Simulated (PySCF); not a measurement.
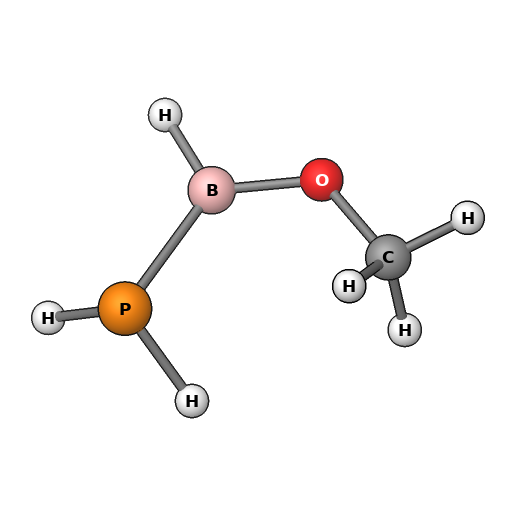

The geometry was computed by an optimisation with PBE0-D3(BJ)/def2-SVP. No frequency run is at hand to confirm it as a minimum.

> Count the atoms of each element.

CH6BOP, 10 atoms: 1 carbon, 6 hydrogen, 1 boron, 1 oxygen and 1 phosphorus.

> Write the SMILES.

COBP

> Describe its rings.

It has no ring.

More results for the same structure follow; atom numbers are the same in all pictures, views and colours differ.

Geometry

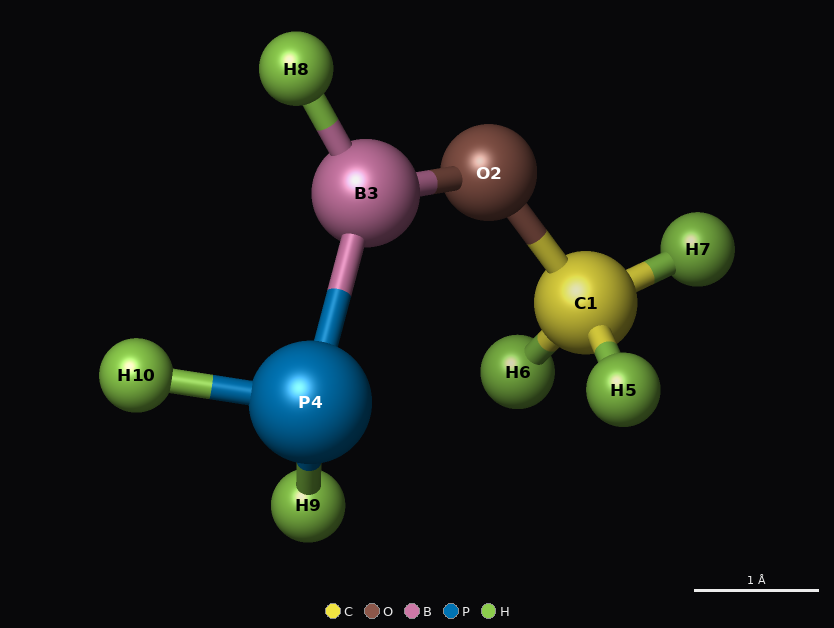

Atoms carry their numbers in the input. No frequency run is at hand to confirm it as a minimum.

List the bonds and their lengths.

```json
{"bond": "C1–O2", "length (Å)": "1.406", "order": "single"}
{"bond": "C1–H5", "length (Å)": "1.103", "order": "single"}
{"bond": "C1–H6", "length (Å)": "1.102", "order": "single"}
{"bond": "C1–H7", "length (Å)": "1.099", "order": "single"}
{"bond": "O2–B3", "length (Å)": "1.344", "order": "single"}
{"bond": "B3–P4", "length (Å)": "1.928", "order": "single"}
{"bond": "B3–H8", "length (Å)": "1.211", "order": "single"}
{"bond": "P4–H9", "length (Å)": "1.426", "order": "single"}
{"bond": "P4–H10", "length (Å)": "1.423", "order": "single"}
```

Dipole moment

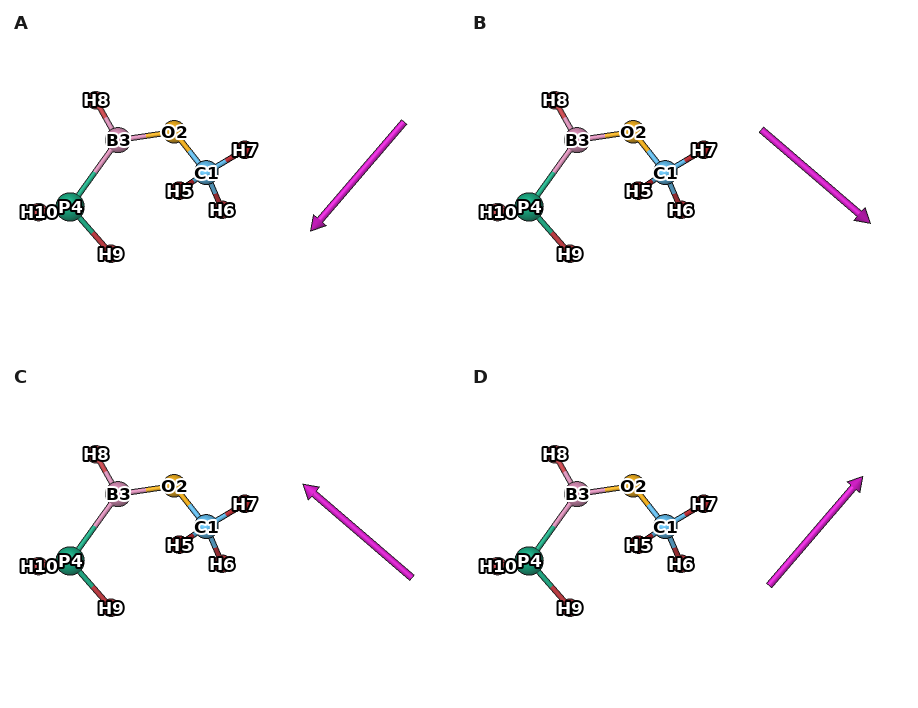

The same molecule four times, each with an arrow. No frequency run is at hand to confirm it as a minimum. Level of theory: PBE0/pcSseg-1 in acetonitrile (IEF-PCM) (PySCF 2.14.0).

> Which arrow points along the dipole moment, from the negative to the positive end?

B. The dipole moment is 2.37 D; it points from the side of H8 to the side of H6 (the outermost atoms at the two ends).

Charges

The questions are on Mulliken charges. No frequency run is at hand to confirm it as a minimum. Method: PBE0/pcSseg-1 in acetonitrile (IEF-PCM) (PySCF 2.14.0).

List the Mulliken charges.

```csv
atom,value (e)
C1,−0.07
O2,−0.48
B3,0.23
P4,−0.26
H5,0.14
H6,0.14
H7,0.14
H8,0.02
H9,0.08
H10,0.08
```

NMR shielding

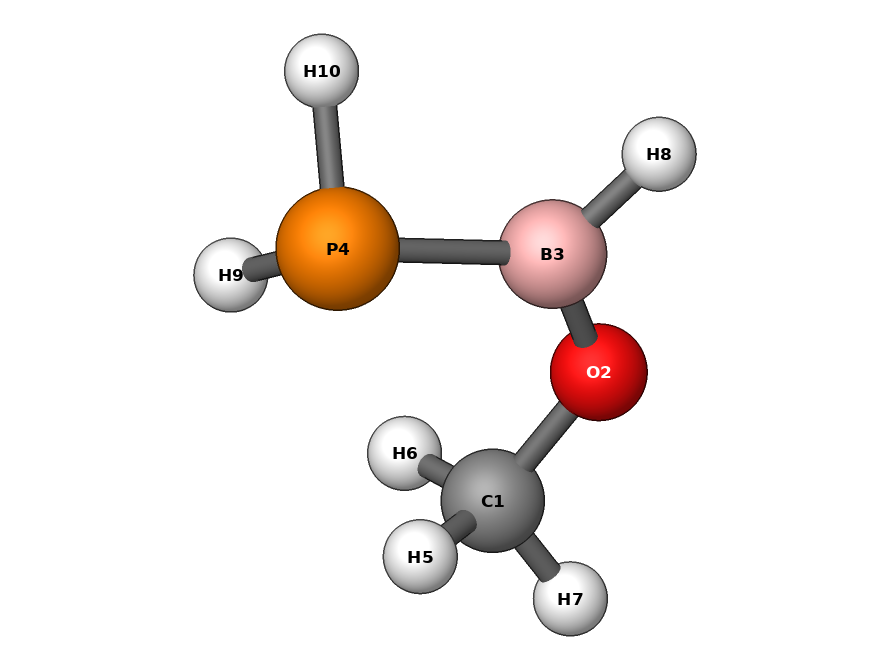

No frequency run is at hand to confirm it as a minimum. Method: GIAO PBE0/pcSseg-1 NMR shielding, non-relativistic, IEF-PCM acetonitrile (PySCF 2.14.0). Principal shieldings σ11 ≤ σ22 ≤ σ33, span Ω = σ33 − σ11, skew κ = 3(σiso − σ22)/Ω.

Give the shielding tensors of the C atoms.

```tsv
atom	σ11	σ22	σ33	σiso	Ω	κ
C1	99.4	101.7	177.9	126.3	78.4	0.94
```

Shieldings and span in ppm.

Mulliken values depend strongly on the basis set and can even reverse the polarity of a bond.
